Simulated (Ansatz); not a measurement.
**BGeH3Cl2 (SMILES Cl[B](Cl)[GeH3]): HF/STO-3G**

What is the vertical singlet–triplet gap of BGeH3Cl2 at HF/STO-3G? 

Program for the calculation: Ansatz 0.2.0.

72 further runs of the same task are left out: 72 set aside as unsound or not needed.

### 1 The structure to begin with

BGeH3Cl2: 7 atoms, total charge 0, spin state singlet. SMILES: `Cl[B](Cl)[GeH3]`. Geometry: relaxed at PBE0-D4/def2-TZVP.

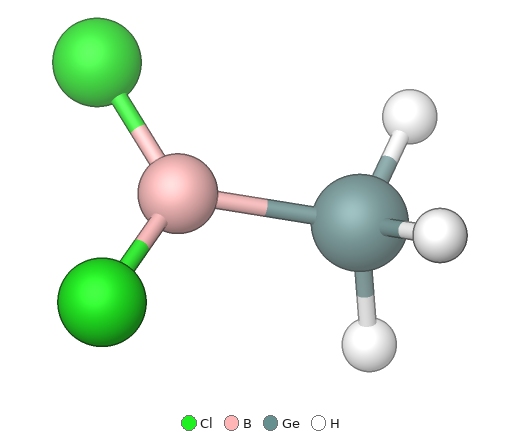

Viewed from a chosen angle; chlorine green, boron pink, germanium teal, hydrogen white.

### 2 A single-point energy at HF/STO-3G

input.yaml reads:

```yaml
basis:
  gaussian: {orbitals: STO-3G}
crystal:
  periodic: [false, false, false]
  atoms:
    - {symbol: Cl, position_ang: [1.749500, -1.428200, 1.208700]}
    - {symbol: B, position_ang: [0.206400, -1.021900, 0.511500]}
    - {symbol: Cl, position_ang: [-1.082400, -2.191800, 0.604700]}
    - {symbol: Ge, position_ang: [-0.123100, 0.798500, -0.412200]}
    - {symbol: H, position_ang: [-0.556200, 0.560600, -1.868300]}
    - {symbol: H, position_ang: [-1.266100, 1.534300, 0.306700]}
    - {symbol: H, position_ang: [1.133300, 1.680500, -0.396700]}
hamiltonian: {xc: hf}
accuracy: high
output: {orbitals: {seedname: orbitals}}
```

Command:

```
$ ansatz run input.yaml --threads 1 --pin off --max-ram 3480MiB --events-out events.jsonl --progress --plain --runs-dir runs
```

What it wrote:

```text
Warning: RAYON_NUM_THREADS=1 ignored (pool sized by the plan → 1); use --threads N
Functional definition: HF
  name "HF"
  exchange = exact_x
  correlation = 0
770 factors; integrals over basis functions are off by at most 2.8e-8 eV
mean field evaluation 1: about -81280.9453 eV, gradient 2.4e1 eV
mean field evaluation 2: about -81281.0068 eV, gradient 2.4e1 eV
mean field evaluation 4: about -81283.7492 eV, gradient 1.6e0 eV
mean field evaluation 8: about -81283.7650 eV, gradient 2.6e-4 eV
mean field -81283.76497280 eV, -2987.1232666356 hartree, gradient 1.6e-8 eV, S^2 0.000000; 0 other end points of the search recorded, 0 dependent functions left out
reference -81283.76497280 eV, -2987.1232666356 hartree; 37, 37 occupied and 7, 7 virtual orbitals, 770 factors
Total energy: -81283.76497280 eV, -2987.1232666356 hartree
```

Run time: 0.62 s. Hardware: 1 thread of Arm Neoverse V1, shared host; peak memory 0.1 GiB.

### 3 The triplet at the same level

job.yaml reads:

```yaml
crystal:
  periodic: [false, false, false]
  atoms:
    - {symbol: Cl, position_ang: [1.749500, -1.428200, 1.208700]}
    - {symbol: B, position_ang: [0.206400, -1.021900, 0.511500]}
    - {symbol: Cl, position_ang: [-1.082400, -2.191800, 0.604700]}
    - {symbol: Ge, position_ang: [-0.123100, 0.798500, -0.412200]}
    - {symbol: H, position_ang: [-0.556200, 0.560600, -1.868300]}
    - {symbol: H, position_ang: [-1.266100, 1.534300, 0.306700]}
    - {symbol: H, position_ang: [1.133300, 1.680500, -0.396700]}
basis:
  gaussian: {orbitals: STO-3G}
magnetization: {spin_polarized: true, initial_magnetization: 2}
hamiltonian: {xc: hf}
accuracy: high
output: {orbitals: {seedname: orbitals}}
```

Command:

```
$ ansatz run job.yaml --threads 1 --pin off --max-ram 3480MiB --events-out events.jsonl --progress --plain --runs-dir runs
```

What it wrote:

```text
Warning: RAYON_NUM_THREADS=1 ignored (pool sized by the plan → 1); use --threads N
[... 4 set-up lines as earlier in the session ...]
770 factors; integrals over basis functions are off by at most 2.8e-8 eV
mean field evaluation 1: about -81276.9245 eV, gradient 1.3e1 eV
mean field evaluation 2: about -81277.0149 eV, gradient 1.3e1 eV
mean field evaluation 4: about -81278.8639 eV, gradient 1.4e0 eV
mean field evaluation 8: about -81278.9020 eV, gradient 1.5e-2 eV
mean field -81278.90198540 eV, -2986.9445551449 hartree, gradient 5.7e-8 eV, S^2 2.009970; 0 other end points of the search recorded, 0 dependent functions left out
reference -81278.90198540 eV, -2986.9445551449 hartree; 38, 36 occupied and 6, 8 virtual orbitals, 770 factors
Total energy: -81278.90198540 eV, -2986.9445551449 hartree
```

It took 0.93 s on 1 thread of Arm Neoverse V1, shared host; peak memory 0.14 GiB.

### 4 Outcome

Level: HF/STO-3G.

```
                                        quantity           value
                           singlet: total energy  -2987.12327 Eh
                            singlet: HOMO energy        -9.61 eV
                            singlet: LUMO energy         4.88 eV
                          singlet: HOMO–LUMO gap        14.49 eV
                           triplet: total energy  -2986.94456 Eh
     triplet: HOMO energy (highest over α and β)        -5.46 eV
      triplet: LUMO energy (lowest over α and β)        -1.02 eV
                                   triplet: ⟨S²⟩           2.010
vertical energy of the triplet above the singlet        4.863 eV
```

What this shows: At this shape the triplet lies 4.86 eV (469 kJ/mol) above the singlet. In a minimal basis such a difference can be off by several eV, whatever the method.
